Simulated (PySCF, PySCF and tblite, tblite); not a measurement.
# C₅H₁₀Cl₂Si: telling isomers apart by computed NMR, part 2 of 3

PySCF and tblite. Atoms count from 0. The steps go on from the part before.

### Step 6. GFN2-xTB relaxation, isomer B, conformer 1

The job: settings as JSON, then the geometry in Å.

```
{"job": {"xc": "GFN2-xTB", "basis": "xTB", "kind": "relax"}, "charge": 0, "multiplicity": 1}
Cl     2.382500    -1.422700     1.589200
C      0.847400    -0.659600     1.009300
C      1.151200     0.798900     0.643600
C     -0.113600     1.605900     0.236600
Si    -1.092400     0.790000    -1.132900
Cl    -3.008000     1.508100    -1.183200
C     -1.076200    -1.019200    -0.657900
C      0.300800    -1.496400    -0.145900
H      0.161200    -0.701500     1.865800
H      1.864000     0.832100    -0.179300
H      1.610400     1.312800     1.487600
H     -0.763900     1.690200     1.126700
H      0.170700     2.614200    -0.041000
H     -0.437400     1.003700    -2.459600
H     -1.820600    -1.172100     0.140800
H     -1.389200    -1.633200    -1.496100
H      0.193600    -2.544700     0.167200
H      1.010700    -1.500100    -0.982400
```

Standard output:

```text
step      E/eV     max force
  0    -726.24056    1.042
  1    -726.27924    0.333
  2    -726.29045    0.232
  3    -726.30055    0.351
  4    -726.31069    0.410
  5    -726.31736    0.237
  6    -726.32125    0.184
  7    -726.32401    0.136
  8    -726.32584    0.129
  9    -726.32689    0.082
 10    -726.32761    0.073
 11    -726.32829    0.096
 12    -726.32904    0.121
 13    -726.32985    0.095
 14    -726.33071    0.071
 15    -726.33168    0.073
 16    -726.33279    0.108
 17    -726.33387    0.111
 18    -726.33478    0.070
 19    -726.33549    0.064
 20    -726.33603    0.057
 21    -726.33644    0.045
 22    -726.33672    0.041
 23    -726.33688    0.030
 24    -726.33688    0.030
 25    -726.33693    0.023
 26    -726.33699    0.012
 27    -726.33701    0.013
 28    -726.33704    0.016
 29    -726.33707    0.016
 30    -726.33709    0.012
 31    -726.33711    0.010
 32    -726.33713    0.011
 33    -726.33714    0.012
 34    -726.33715    0.011
 35    -726.33716    0.009
 36    -726.33718    0.010
 37    -726.33719    0.012
 38    -726.33720    0.011
 39    -726.33721    0.006
 40    -726.33722    0.006
 41    -726.33722    0.009
 42    -726.33723    0.011
 43    -726.33724    0.009
 44    -726.33724    0.005
 45    -726.33725    0.007
 46    -726.33725    0.010
 47    -726.33726    0.012
 48    -726.33727    0.009
 49    -726.33728    0.005
 50    -726.33728    0.006
 51    -726.33729    0.008
 52    -726.33730    0.008
 53    -726.33730    0.007
 54    -726.33731    0.007
 55    -726.33731    0.007
 56    -726.33732    0.008
 57    -726.33732    0.007
 58    -726.33733    0.008
 59    -726.33734    0.008
 60    -726.33734    0.010
 61    -726.33735    0.010
 62    -726.33736    0.005
 63    -726.33736    0.004
```

It took 0.53 s on 1 thread of Arm Neoverse V1, shared host.

Gain 0.097 eV; displacement 0.07 Å root mean square.

GFN2-xTB relaxation, isomer B, conformer 2:

The job: settings as JSON, then the geometry in Å.

```
{"job": {"xc": "GFN2-xTB", "basis": "xTB", "kind": "relax"}, "charge": 0, "multiplicity": 1}
Cl    -1.093400    -1.810500     1.531600
C     -0.646600    -1.364900    -0.150900
C     -1.403000    -0.119500    -0.602100
C     -1.115400     1.183100     0.168500
Si     0.716200     1.572500     0.297700
Cl     1.337400     2.311400    -1.520400
C      1.523600    -0.096400     0.564800
C      0.896000    -1.224100    -0.259500
H     -0.952200    -2.216600    -0.763800
H     -2.495100    -0.313900    -0.549100
H     -1.190800     0.048600    -1.669600
H     -1.648300     2.009100    -0.290400
H     -1.519300     1.088600     1.203600
H      1.043500     2.563900     1.344500
H      2.588900    -0.027300     0.338600
H      1.448700    -0.345400     1.645900
H      1.137100    -1.069800    -1.319800
H      1.364000    -2.182600     0.018800
```

Standard output:

```text
step      E/eV     max force
  0    -726.19256    1.056
  1    -726.24372    0.334
  2    -726.25403    0.225
  3    -726.26463    0.248
  4    -726.27310    0.320
  5    -726.28000    0.227
  6    -726.28418    0.184
  7    -726.28692    0.169
  8    -726.28884    0.121
  9    -726.29024    0.092
 10    -726.29158    0.096
 11    -726.29312    0.134
 12    -726.29490    0.148
 13    -726.29673    0.137
 14    -726.29821    0.077
 15    -726.29922    0.070
 16    -726.30005    0.077
 17    -726.30087    0.090
 18    -726.30158    0.067
 19    -726.30211    0.057
 20    -726.30250    0.046
 21    -726.30282    0.044
 22    -726.30309    0.038
 23    -726.30309    0.038
 24    -726.30320    0.028
 25    -726.30336    0.022
 26    -726.30341    0.021
 27    -726.30355    0.025
 28    -726.30364    0.019
 29    -726.30370    0.018
 30    -726.30375    0.020
 31    -726.30381    0.022
 32    -726.30386    0.016
 33    -726.30389    0.011
 34    -726.30391    0.010
 35    -726.30393    0.011
 36    -726.30394    0.010
 37    -726.30396    0.011
 38    -726.30397    0.010
 39    -726.30398    0.008
 40    -726.30399    0.008
 41    -726.30400    0.006
 42    -726.30401    0.008
 43    -726.30401    0.008
 44    -726.30402    0.007
 45    -726.30403    0.006
 46    -726.30404    0.005
 47    -726.30404    0.004
 48    -726.30404    0.003
```

It took 0.43 s on 1 thread of Arm Neoverse V1, shared host.

Gain 0.111 eV; displacement 0.07 Å root mean square.

### Step 7. Shieldings, isomer B, conformer 1: B3LYP/pcSseg-1 in dimethylsulfoxide

The job: settings as JSON, then the geometry in Å.

```
{"job": {"xc": "B3LYP", "basis": "pcSseg-1", "solvent": "dimethylsulfoxide", "kind": "nmr", "pop": false}, "charge": 0, "multiplicity": 1}
Cl     2.281056    -1.407904     1.658572
C      0.801570    -0.634743     0.990818
C      1.145472     0.799267     0.610891
C     -0.102674     1.615918     0.273693
Si    -1.086974     0.785271    -1.124106
Cl    -2.974248     1.505786    -1.200478
C     -1.084595    -1.053109    -0.641380
C      0.305598    -1.483770    -0.171985
H      0.072733    -0.646353     1.806359
H      1.823700     0.785934    -0.244786
H      1.674847     1.267460     1.444356
H     -0.720318     1.705507     1.170202
H      0.202014     2.628337     0.008204
H     -0.453700     0.999177    -2.427964
H     -1.801676    -1.234368     0.162458
H     -1.386931    -1.690464    -1.472442
H      0.277993    -2.529999     0.142294
H      1.017374    -1.405631    -0.996365
```

Standard output:

```text
coarse grid: 16504 points
cycle   1  E = -1406.3916672551  dE =  7.908e-01  |g| = 5.148e-01  |ddm| = 3.850e+00
cycle   2  E = -1406.3709684867  dE =  2.070e-02  |g| = 5.991e-01  |ddm| = 9.926e-01
cycle   3  E = -1406.4589533839  dE = -8.798e-02  |g| = 5.784e-02  |ddm| = 5.366e-01
cycle   4  E = -1406.4596580483  dE = -7.047e-04  |g| = 2.650e-02  |ddm| = 9.221e-02
cycle   5  E = -1406.4598027374  dE = -1.447e-04  |g| = 4.224e-03  |ddm| = 3.022e-02
cycle   6  E = -1406.4598058490  dE = -3.112e-06  |g| = 2.332e-03  |ddm| = 5.986e-03
final grid: 145184 points
cycle   7  E = -1406.5090879652  dE = -4.212e-05  |g| = 5.078e-03  |ddm| = 2.779e-02
cycle   8  E = -1406.5090834976  dE =  4.468e-06  |g| = 6.566e-03  |ddm| = 9.532e-03
cycle   9  E = -1406.5090942731  dE = -1.078e-05  |g| = 4.018e-04  |ddm| = 5.750e-03
cycle  10  E = -1406.5090943027  dE = -2.960e-08  |g| = 1.524e-04  |ddm| = 5.482e-04
cycle  11  E = -1406.5090943075  dE = -4.767e-09  |g| = 5.366e-05  |ddm| = 1.669e-04
cycle  12  E = -1406.5090943081  dE = -6.512e-10  |g| = 9.753e-06  |ddm| = 5.036e-05
converged SCF energy = -1406.5090943081

GIAO shielding tensors (ppm)
atom      isotropic    diamagn.    paramagn.     s11        s22        s33       span
  0 Cl     752.015    1147.034    -395.019    502.943    686.656   1066.444    563.501
  1 C      111.058     245.065    -134.007     79.016    106.613    147.546     68.530
  2 C      141.163     247.199    -106.036    120.574    136.684    166.230     45.656
  3 C      161.368     251.247     -89.879    149.323    156.368    178.414     29.090
  4 Si     333.349     877.660    -544.311    291.963    341.306    366.778     74.815
  5 Cl     975.619    1147.871    -172.252    951.319    963.853   1011.684     60.365
  6 C      161.368     251.239     -89.871    149.332    156.377    178.396     29.064
  7 C      141.166     247.211    -106.045    120.583    136.695    166.221     45.638
  8 H       27.829      30.966      -3.137     23.157     28.967     31.364      8.207
  9 H       30.014      31.021      -1.007     26.579     30.267     33.196      6.616
 10 H       29.360      29.964      -0.603     23.118     30.417     34.545     11.427
 11 H       30.618      30.917      -0.299     26.542     30.098     35.214      8.672
 12 H       30.314      29.019       1.295     25.250     28.864     36.828     11.578
 13 H       26.784      28.501      -1.717     22.781     25.907     31.664      8.882
 14 H       30.617      30.916      -0.299     26.542     30.098     35.212      8.671
 15 H       30.315      29.020       1.295     25.250     28.866     36.829     11.579
 16 H       29.359      29.964      -0.606     23.117     30.414     34.545     11.428
 17 H       30.016      31.024      -1.008     26.582     30.269     33.198      6.617
```

Run time: 33 s. Hardware: 1 thread of Arm Neoverse V1, shared host; peak memory 1.2 GiB.

This run: HOMO -7.67 eV, LUMO 0.48 eV; dipole 0.70 D.

### Step 8. Shieldings, isomer B, conformer 2: B3LYP/pcSseg-1 in dimethylsulfoxide

The job: settings as JSON, then the geometry in Å.

```
{"job": {"xc": "B3LYP", "basis": "pcSseg-1", "solvent": "dimethylsulfoxide", "kind": "nmr", "pop": false}, "charge": 0, "multiplicity": 1}
Cl    -1.035279    -1.662328     1.571998
C     -0.616507    -1.320344    -0.140740
C     -1.395613    -0.101882    -0.624937
C     -1.142869     1.166469     0.191671
Si     0.714061     1.566651     0.274417
Cl     1.324447     2.279100    -1.523675
C      1.529302    -0.122184     0.588093
C      0.897589    -1.207532    -0.285051
H     -0.959400    -2.201296    -0.693087
H     -2.462441    -0.340151    -0.603375
H     -1.116431     0.070355    -1.667940
H     -1.715007     1.983268    -0.249102
H     -1.532417     1.018836     1.198615
H      1.037458     2.553698     1.302621
H      2.601454    -0.098269     0.391378
H      1.408971    -0.399950     1.634923
H      1.110437    -1.002956    -1.337807
H      1.343486    -2.175165    -0.039658
```

Standard output:

```text
coarse grid: 16504 points
cycle   1  E = -1406.3893181994  dE =  7.940e-01  |g| = 5.216e-01  |ddm| = 3.855e+00
cycle   2  E = -1406.3661687559  dE =  2.315e-02  |g| = 6.121e-01  |ddm| = 1.020e+00
cycle   3  E = -1406.4585574571  dE = -9.239e-02  |g| = 5.899e-02  |ddm| = 5.584e-01
cycle   4  E = -1406.4592928726  dE = -7.354e-04  |g| = 2.483e-02  |ddm| = 9.206e-02
cycle   5  E = -1406.4594201118  dE = -1.272e-04  |g| = 5.422e-03  |ddm| = 3.109e-02
cycle   6  E = -1406.4594262301  dE = -6.118e-06  |g| = 2.278e-03  |ddm| = 6.893e-03
final grid: 145184 points
cycle   7  E = -1406.5086149212  dE = -4.027e-05  |g| = 5.228e-03  |ddm| = 2.460e-02
cycle   8  E = -1406.5086104168  dE =  4.504e-06  |g| = 6.688e-03  |ddm| = 1.007e-02
cycle   9  E = -1406.5086216310  dE = -1.121e-05  |g| = 4.805e-04  |ddm| = 6.083e-03
cycle  10  E = -1406.5086216762  dE = -4.515e-08  |g| = 1.718e-04  |ddm| = 6.621e-04
cycle  11  E = -1406.5086216824  dE = -6.177e-09  |g| = 5.670e-05  |ddm| = 1.805e-04
cycle  12  E = -1406.5086216831  dE = -7.321e-10  |g| = 1.230e-05  |ddm| = 5.180e-05
converged SCF energy = -1406.5086216831

GIAO shielding tensors (ppm)
atom      isotropic    diamagn.    paramagn.     s11        s22        s33       span
  0 Cl     842.057    1148.573    -306.516    643.284    819.434   1063.453    420.169
  1 C      111.359     247.340    -135.982     75.525    105.286    153.264     77.739
  2 C      147.695     246.727     -99.031    131.862    143.593    167.631     35.769
  3 C      167.891     250.868     -82.977    158.846    171.131    173.695     14.849
  4 Si     332.629     877.300    -544.671    281.699    341.269    374.919     93.219
  5 Cl     994.800    1148.860    -154.060    930.875   1023.742   1029.783     98.908
  6 C      167.896     250.871     -82.975    158.844    171.147    173.698     14.853
  7 C      147.704     246.735     -99.031    131.877    143.599    167.636     35.758
  8 H       27.116      30.192      -3.076     22.737     25.922     32.690      9.953
  9 H       29.494      29.820      -0.326     24.335     27.829     36.317     11.982
 10 H       29.627      31.068      -1.441     25.892     28.523     34.467      8.575
 11 H       30.866      29.109       1.757     26.457     28.172     37.969     11.513
 12 H       30.260      30.516      -0.255     24.850     30.869     35.063     10.213
 13 H       26.749      27.583      -0.834     22.219     25.343     32.685     10.466
 14 H       30.865      29.111       1.754     26.456     28.170     37.970     11.514
 15 H       30.259      30.517      -0.258     24.847     30.871     35.061     10.214
 16 H       29.628      31.072      -1.444     25.892     28.525     34.466      8.574
 17 H       29.494      29.822      -0.328     24.335     27.828     36.318     11.984
```

It took 34 s on 1 thread of Arm Neoverse V1, shared host; peak memory 1.1 GiB.

This run: HOMO -7.59 eV, LUMO 0.76 eV; dipole 1.08 D.

### Step 9. Averages, isomer B: properties at B3LYP/pcSseg-1 in dimethylsulfoxide

The job: settings as JSON, then the geometry in Å.

```
{"job": {"study": "conf", "smiles": "Cl[C@H]1CC[Si@H](Cl)CC1", "search": {"seed": 1618, "n_embed": 60, "ff_keep": 14, "window": 2.5, "nmax": 5, "temps": [250, 298.15, 350], "t_ref": 298.15, "order": 0.002}, "level": {"nmr": {"xc": "B3LYP", "basis": "pcSseg-1", "solvent": "dimethylsulfoxide"}}, "kind": "conf"}, "charge": 0, "multiplicity": 1}
Cl    -1.035279    -1.662328     1.571998
C     -0.616507    -1.320344    -0.140740
C     -1.395613    -0.101882    -0.624937
C     -1.142869     1.166469     0.191671
Si     0.714061     1.566651     0.274417
Cl     1.324447     2.279100    -1.523675
C      1.529302    -0.122184     0.588093
C      0.897589    -1.207532    -0.285051
H     -0.959400    -2.201296    -0.693087
H     -2.462441    -0.340151    -0.603375
H     -1.116431     0.070355    -1.667940
H     -1.715007     1.983268    -0.249102
H     -1.532417     1.018836     1.198615
H      1.037458     2.553698     1.302621
H      2.601454    -0.098269     0.391378
H      1.408971    -0.399950     1.634923
H      1.110437    -1.002956    -1.337807
H      1.343486    -2.175165    -0.039658
```

Standard output:

```text
conformer  sym    E(xTB)   E(DFT)   G(298.15 K)  weight  dipole/D
    1     Cs      0.000    1.176    0.903   0.1788    0.701
    2     Cs      0.768    0.000    0.000   0.8212    1.080

mean shielding (ppm) by class
class atoms           250 K   298.15 K      350 K
  0 Cl 0            830.565    825.961     821.43
  1 C  1             111.32    111.305     111.29
  2 C  2,7          146.866    146.532    146.203
  3 C  3,6          167.061    166.727    166.399
  4 Si 4            332.721    332.758    332.794
  5 Cl 5            992.352    991.371    990.406
  6 H  8             27.207     27.244     27.279
  7 H  9,17           29.56     29.587     29.613
  8 H  10,16         29.593      29.58     29.566
  9 H  11,14         30.834     30.821     30.809
 10 H  12,15         30.267      30.27     30.272
 11 H  13            26.753     26.755     26.757
```

Run time: 71 s. Hardware: 1 thread of Arm Neoverse V1, shared host. This counts the runs that the step sums up.

The search (ETKDG and KDG, MMFF94s, GFN2-xTB) embedded 60 structures, kept 3 distinct ones after the force field and 3 after xTB; 2 were carried on (window 2.5 kcal/mol at the search's own energies). Energies: B3LYP/pcSseg-1 in dimethylsulfoxide with D3(BJ).

Conformer by conformer (298 K):

| no. | group | mirror pair | ΔE xTB | ΔE DFT | ΔG | weight (%) | μ (D) | A, B, C (GHz) |
| --- | --- | --- | --- | --- | --- | --- | --- | --- |
| 1 | Cs | no | 0.00 | 1.18 | 0.90 | 17.9 | 0.70 | 3.33, 0.54, 0.49 |
| 2 | Cs | no | 0.77 | 0.00 | 0.00 | 82.1 | 1.08 | 2.44, 0.72, 0.69 |

Energies in kcal/mol. ΔG holds xTB vibrations and rotation, symmetry numbers and mirror pairs.

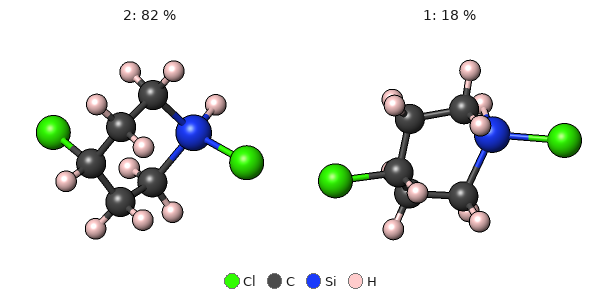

Conformers, most populated first.

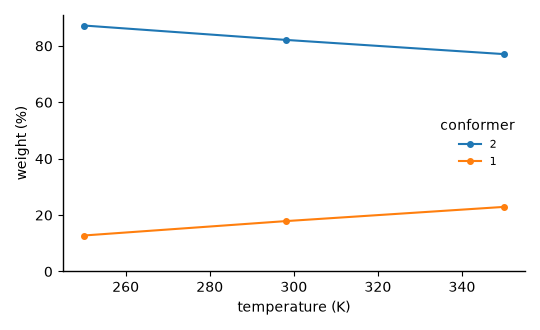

Weights against temperature.

Other ways of weighting, at the same temperature:

| scheme | 2 | 1 | mean μ (D) |
| --- | --- | --- | --- |
| DFT free energy | 82 | 18 | 1.01 |
| DFT energy, symmetry counted | 88 | 12 | 1.03 |
| DFT energy alone | 88 | 12 | 1.03 |
| xTB energy, symmetry counted | 21 | 79 | 0.78 |
| xTB free energy | 15 | 85 | 0.76 |
| lowest conformer only | 100 | 0 | 1.08 |
| equal weights | 50 | 50 | 0.89 |

Shifts against references run at the same level (¹³C TMS 182.8, ²⁹Si TMS 334.2, ¹H TMS 31.81 ppm of shielding), by class of atoms, at 298 K:

| atoms | environment | no. 2 | no. 1 | average |
| --- | --- | --- | --- | --- |
| C1 | sp3 CH bonded to Cl | 71.5 | 71.8 | 71.5 |
| C2, C7 | sp3 CH2 in a ring | 35.1 | 41.7 | 36.3 |
| C3, C6 | sp3 CH2 bonded to Si | 14.9 | 21.5 | 16.1 |
| H13 | hydrogen on a silicon bonded to 2 C, Cl, in a 6-membered ring | 5.06 | 5.02 | 5.05 |
| H8 | hydrogen on an sp3 CH bonded to Cl | 4.69 | 3.98 | 4.56 |
| H10, H16 | hydrogen on an sp3 CH2 in a ring | 2.18 | 2.45 | 2.23 |
| H9, H17 | hydrogen on an sp3 CH2 in a ring | 2.31 | 1.79 | 2.22 |
| H12, H15 | hydrogen on an sp3 CH2 bonded to Si | 1.55 | 1.49 | 1.54 |
| H11, H14 | hydrogen on an sp3 CH2 bonded to Si | 0.94 | 1.19 | 0.99 |
| Cl0 | chlorine bonded to C | 842 (σ) | 752 (σ) | 826 (σ) |
| Cl5 | chlorine bonded to Si | 995 (σ) | 976 (σ) | 991 (σ) |
| Si4 | silicon bonded to 2 C, Cl, H, in a 6-membered ring | 1.6 | 0.9 | 1.4 |

Effective distances for nuclear Overhauser effects, ⟨r⁻⁶⟩^(−1/6) over all pairs of two classes (Å): H11···H12 1.96; H9···H10 1.98; H8···H9 2.45; H8···H10 2.48; H9···H12 2.73; H10···H11 2.74; H9···H11 2.82; H12···H13 3.00.

### Step 10. Shieldings, isomer B, conformer 1: X3LYP/pcSseg-1 in cyclohexane

The job: settings as JSON, then the geometry in Å.

```
{"job": {"xc": "X3LYP", "basis": "pcSseg-1", "solvent": "cyclohexane", "kind": "nmr", "pop": false}, "charge": 0, "multiplicity": 1}
Cl     2.298495    -1.410840     1.648380
C      0.815051    -0.641905     0.997479
C      1.153286     0.797923     0.613455
C     -0.109884     1.623418     0.261868
Si    -1.140584     0.808758    -1.135182
Cl    -3.004714     1.534980    -1.252967
C     -1.092315    -1.046922    -0.653647
C      0.311977    -1.488886    -0.170649
H      0.080799    -0.650616     1.810705
H      1.847372     0.786931    -0.233481
H      1.669648     1.270076     1.455044
H     -0.702036     1.729226     1.184337
H      0.225655     2.643592     0.029570
H     -0.478676     1.003517    -2.413575
H     -1.804358    -1.267126     0.157088
H     -1.381649    -1.725187    -1.468231
H      0.270113    -2.534302     0.150567
H      1.033060    -1.426319    -0.992417
```

Standard output:

```text
coarse grid: 16504 points
cycle   1  E = -1406.1432359492  dE =  7.355e-01  |g| = 4.922e-01  |ddm| = 3.828e+00
cycle   2  E = -1406.1271123629  dE =  1.612e-02  |g| = 5.665e-01  |ddm| = 9.610e-01
cycle   3  E = -1406.2057037323  dE = -7.859e-02  |g| = 5.598e-02  |ddm| = 5.132e-01
cycle   4  E = -1406.2063594734  dE = -6.557e-04  |g| = 2.670e-02  |ddm| = 9.408e-02
cycle   5  E = -1406.2065108610  dE = -1.514e-04  |g| = 4.615e-03  |ddm| = 3.194e-02
cycle   6  E = -1406.2065149488  dE = -4.088e-06  |g| = 2.313e-03  |ddm| = 6.681e-03
final grid: 145184 points
cycle   7  E = -1406.2559440800  dE = -3.804e-05  |g| = 4.670e-03  |ddm| = 2.555e-02
cycle   8  E = -1406.2559405993  dE =  3.481e-06  |g| = 5.928e-03  |ddm| = 8.568e-03
cycle   9  E = -1406.2559493916  dE = -8.792e-06  |g| = 4.728e-04  |ddm| = 5.370e-03
cycle  10  E = -1406.2559494380  dE = -4.635e-08  |g| = 1.674e-04  |ddm| = 7.050e-04
cycle  11  E = -1406.2559494441  dE = -6.123e-09  |g| = 5.379e-05  |ddm| = 1.920e-04
cycle  12  E = -1406.2559494448  dE = -6.407e-10  |g| = 1.105e-05  |ddm| = 5.037e-05
converged SCF energy = -1406.2559494448

GIAO shielding tensors (ppm)
atom      isotropic    diamagn.    paramagn.     s11        s22        s33       span
  0 Cl     743.484    1146.729    -403.246    500.357    670.603   1059.491    559.134
  1 C      112.422     244.516    -132.094     83.795    107.469    146.003     62.207
  2 C      139.125     246.842    -107.717    118.254    134.802    164.321     46.067
  3 C      159.493     250.538     -91.045    146.830    155.026    176.624     29.795
  4 Si     339.353     877.128    -537.774    295.533    341.490    381.036     85.503
  5 Cl     976.622    1147.492    -170.870    961.240    964.400   1004.227     42.987
  6 C      159.491     250.528     -91.037    146.834    155.023    176.615     29.781
  7 C      139.132     246.853    -107.721    118.253    134.814    164.329     46.076
  8 H       28.072      31.046      -2.974     23.482     29.275     31.459      7.977
  9 H       29.985      30.979      -0.994     26.526     30.298     33.131      6.605
 10 H       29.302      30.064      -0.762     23.177     30.385     34.343     11.165
 11 H       30.469      30.731      -0.262     26.381     29.994     35.032      8.652
 12 H       30.153      28.817       1.336     25.063     28.752     36.645     11.582
 13 H       26.897      28.589      -1.692     22.852     26.124     31.715      8.863
 14 H       30.468      30.729      -0.261     26.380     29.993     35.031      8.651
 15 H       30.153      28.817       1.337     25.063     28.752     36.646     11.583
 16 H       29.302      30.065      -0.764     23.177     30.385     34.343     11.166
 17 H       29.985      30.980      -0.995     26.526     30.297     33.131      6.605
```

It took 34 s on 1 thread of Arm Neoverse V1, shared host; peak memory 1.1 GiB.

This run: HOMO -7.93 eV, LUMO 0.45 eV; dipole 0.75 D.

(Part 2 of 3 ends here.)
